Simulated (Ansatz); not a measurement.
# Profile along the Zr–O line in ZrPbO3 (cubic perovskite)

ZrPbO$_{3}$ (cubic perovskite)

Space group Pm-3m (No. 221); a = 4.109 Å, b = 4.109 Å, c = 4.109 Å, α = 90.00°, β = 90.00°, γ = 90.00°

```json
[
 {"atom": "Zr", "site": "1a", "symmetry": "m-3m", "x": "0.0000", "y": "0.0000", "z": "0.0000"},
 {"atom": "Pb", "site": "1b", "symmetry": "m-3m", "x": "0.5000", "y": "0.5000", "z": "0.5000"},
 {"atom": "O", "site": "3d", "symmetry": "4/mm.m", "x": "0.0000", "y": "0.0000", "z": "0.5000"}
]
```

Fields along a shortest Zr–O line of a {110} plane (2.05 Å), from Zr to O, interpolated on the slice's grid (step about 0.2 Å). All values below come from LDA (plane waves to 420 eV, PAW, scalar-relativistic; Ansatz, a quantum-chemistry and plane-wave program). k mesh 8×8×8. Inside the PAW spheres the values are not all-electron values, and peaks at nuclei hang on which shells count as valence. Spin-orbit coupling is left out, though Pb is heavy. This is a high-temperature form of ZrPbO3. ZrPbO3 is run without spin polarisation. ZrPbO3 was relaxed with its symmetry unable to fall.

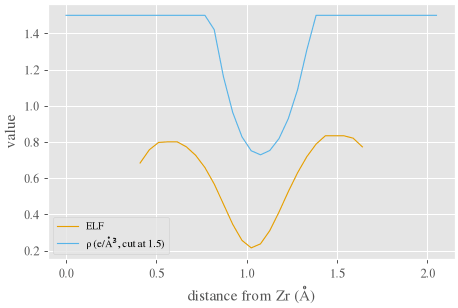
*ELF (away from the nuclei) and valence density from Zr to O.*

Density on the Zr–O line (2.05 Å) at its density minimum, 1.1 Å from Zr: 0.73 e/Å³. ELF at that point: 0.2.
